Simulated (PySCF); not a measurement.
Input

```
{"job": {"kind": "uv", "xc": "CAM-B3LYP", "basis": "def2-SVPD", "ip": true, "nstates": 10}, "charge": 0, "multiplicity": 1}
Sn     0.032824    -0.008029    -0.855423
C     -0.008622    -0.017217     1.283168
H     -1.053980     0.066300     1.609094
H      0.574365     0.840422     1.644100
H      0.430539    -0.959648     1.636323
I      2.568384    -0.023194    -1.754167
I     -1.184237     2.190290    -1.810743
I     -1.221053    -2.174593    -1.836062
```

Launched as:

```sh
OMP_NUM_THREADS=1 python probes_run.py task.json out
```

Geometry: PBE0-D3(BJ)/def2-SVP; core potentials replace the inner electrons of Sn and I.

Level of theory: CAM-B3LYP/def2-SVPD, SCF density, gas phase, scalar-relativistic core potentials on the heavy atoms in PySCF.

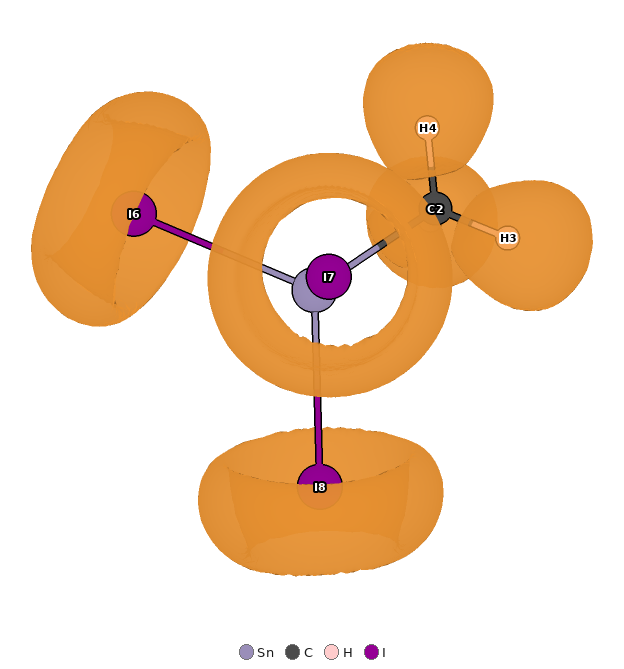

CH3I3Sn (SnMeI3). Isosurface of the electron localisation function at 0.8 (orange), seen at an oblique angle. Core shells and regions of very low density are left out.

Describe the localisation domains.

Answer. The ELF exceeds this value in three regions around hydrogen nuclei, one lobe of the valence shell of C pointing towards Sn (polar bonds) and three rings or bowls of non-bonding electrons around I.

Values along the shortest contacts:
C–Sn (2.14 Å): the ELF peaks at about 0.90 in the valence shell of C, 0.7 Å from its nucleus, and drops to about 0.20 between the two atoms. Sn–I (2.69 Å): the ELF peaks at about 0.70 in the valence shell of I, 1.2 Å from its nucleus, and drops to about 0.20 between the two atoms.
